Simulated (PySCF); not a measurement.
Run report: C₃H₅ClO₂Si, core-level calculation

System: C₃H₅ClO₂Si.
Method: delta-SCF UKS PBE0, pcX-2 on the ionised atom, pcseg-1 elsewhere, spin-free X2C (PySCF 2.14.0).

Figures and captions count atoms from 1; the log counts them from 0 in places.

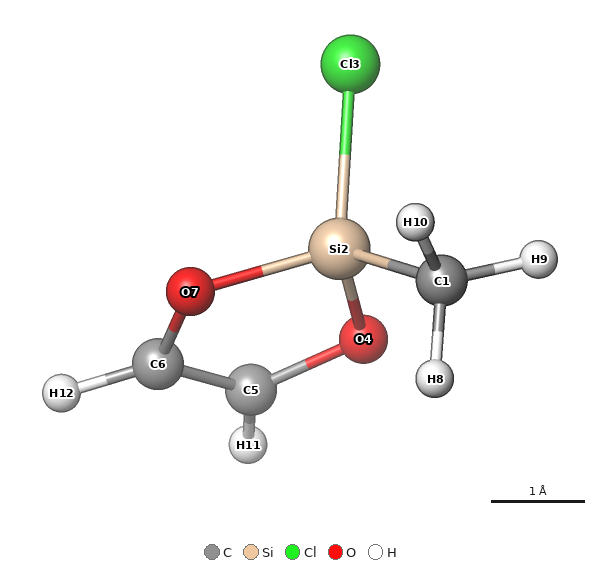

Figure 1. The input geometry (ball-and-stick view, seen at a tilt; atoms are numbered from 1 in the order of the input). Bond lengths as drawn: Cl–Si 2.06 Å, C–C 1.34 Å, C–H 1.09 to 1.10 Å, C–O 1.37 Å, C–Si 1.84 Å and O–Si 1.69 Å.

**Input**
```
{"job": {"kind": "xps", "xc": "PBE0"}, "charge": 0, "multiplicity": 1}
C     -2.010730     0.384924    -0.175715
Si    -0.397021    -0.136307     0.537700
Cl    -0.666067    -0.795190     2.468689
O      0.444627    -1.284371    -0.366077
C      1.714567    -0.796435    -0.564392
C      1.914675     0.449366    -0.113377
O      0.816571     1.031964     0.473974
H     -1.868305     0.756778    -1.200681
H     -2.710865    -0.463398    -0.193814
H     -2.455172     1.182996     0.437579
H      2.426923    -1.455680    -1.057757
H      2.827601     1.041417    -0.152831
```

The first line tells a small driver script what to run in PySCF; the rest is the geometry in Å.

Hardware: 1 CPU thread, shared host.

Launch command:
```bash
OMP_NUM_THREADS=1 python <driver script> task.json out
```

**Log**
```
ground state, core basis on atom 0 (C), 162 functions
  cycle   1  E = -1018.77938862  |g| = 7.60e-01
  cycle   2  E = -1018.65789734  |g| = 1.12e+00
  cycle   3  E = -1018.89251463  |g| = 1.22e-01
  cycle   4  E = -1018.89563888  |g| = 3.21e-02
  cycle   5  E = -1018.89589576  |g| = 5.11e-03
  cycle   6  E = -1018.89590309  |g| = 1.31e-03
  cycle   7  E = -1018.89590396  |g| = 3.86e-04
  E(ground) = -1018.89566805 Eh
hole in C 1s of atom 0
  cycle   1  E = -1007.65935790  |g| = 1.51e+00
  cycle   2  E = -1007.31711390  |g| = 1.57e+00
  cycle   3  E = -1008.18479391  |g| = 2.68e-01
[... 6 cycles left out ...]
  E(ion) = -1008.21642360 Eh   <S^2> = 0.7624   hole on atom = 1.000   binding energy = 290.597 eV
ground state, core basis on atom 1 (Si), 173 functions
[... 6 cycles left out ...]
  E(ground) = -1018.98040361 Eh
hole in Si 1s of atom 1
[... 9 cycles left out ...]
  E(ion) = -951.11643744 Eh   <S^2> = 0.7518   hole on atom = 1.000   binding energy = 1846.673 eV
hole in Si 2p of atom 1
[... 9 cycles left out ...]
  E(ion) = -1014.99258951 Eh   <S^2> = 0.7523   hole on atom = 1.003   binding energy = 108.514 eV
  2p3/2 = 108.370 eV   2p1/2 = 108.993 eV
ground state, core basis on atom 2 (Cl), 173 functions
[... 6 cycles left out ...]
  E(ground) = -1019.08165355 Eh
hole in Cl 1s of atom 2
[... 10 cycles left out ...]
  E(ion) = -915.24268836 Eh   <S^2> = 0.7513   hole on atom = 1.000   binding energy = 2825.602 eV
hole in Cl 2p of atom 2
[... 9 cycles left out ...]
  E(ion) = -1011.50699210 Eh   <S^2> = 0.7526   hole on atom = 1.001   binding energy = 206.117 eV
  2p3/2 = 205.482 eV   2p1/2 = 207.128 eV
ground state, core basis on atom 3 (O), 162 functions
[... 6 cycles left out ...]
  E(ground) = -1018.92785396 Eh
hole in O 1s of atom 3
[... 10 cycles left out ...]
  E(ion) = -999.15404699 Eh   <S^2> = 0.7585   hole on atom = 1.000   binding energy = 538.073 eV
ground state, core basis on atom 4 (C), 162 functions
[... 6 cycles left out ...]
  E(ground) = -1018.90069536 Eh
hole in C 1s of atom 4
[... 1 cycle left out ...]
  cycle   2  E = -1006.87724672  |g| = 1.91e+00
  cycle   3  E = -1008.10375192  |g| = 4.56e-01
  cycle   4  E = -1008.14700132  |g| = 3.29e-01
  cycle   5  E = -1008.18793456  |g| = 6.47e-02
  cycle   6  E = -1008.18945595  |g| = 1.86e-02
  cycle   7  E = -1008.18962156  |g| = 6.51e-03
  cycle   8  E = -1008.18965844  |g| = 4.03e-03
  cycle   9  E = -1008.18968335  |g| = 2.21e-03
  cycle  10  E = -1008.18969656  |g| = 9.43e-04
  cycle  11  E = -1008.18969961  |g| = 4.01e-04
  E(ion) = -1008.18987714 Eh   <S^2> = 0.7824   hole on atom = 1.000   binding energy = 291.456 eV
```

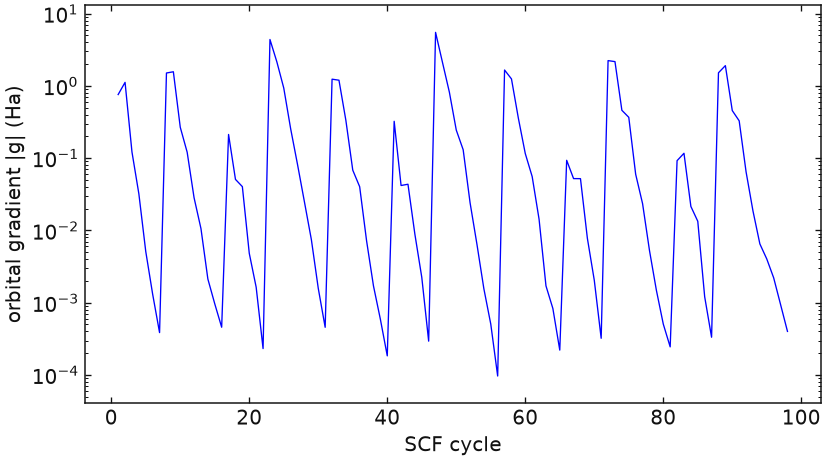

Figure 2. Convergence of the self-consistent field: orbital gradient |g| against the SCF cycle. All cycles printed in the log are drawn one after another.

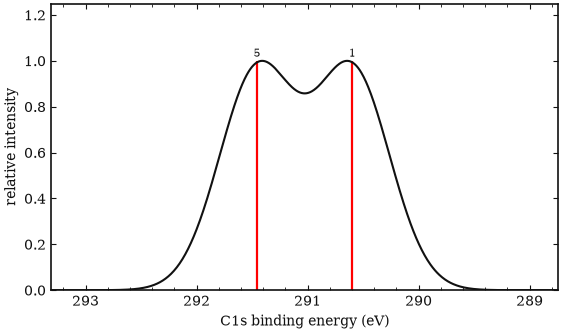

Figure 3. C1s binding energies by ΔSCF of the atoms computed, labelled by atom number, with a Gaussian envelope of 0.8 eV full width. They run from 290.60 eV (atom 1) to 291.46 eV (atom 5).

**Results in brief**

- outcome: converged
- wall time: 70 s
- peak memory: 0.77 GiB
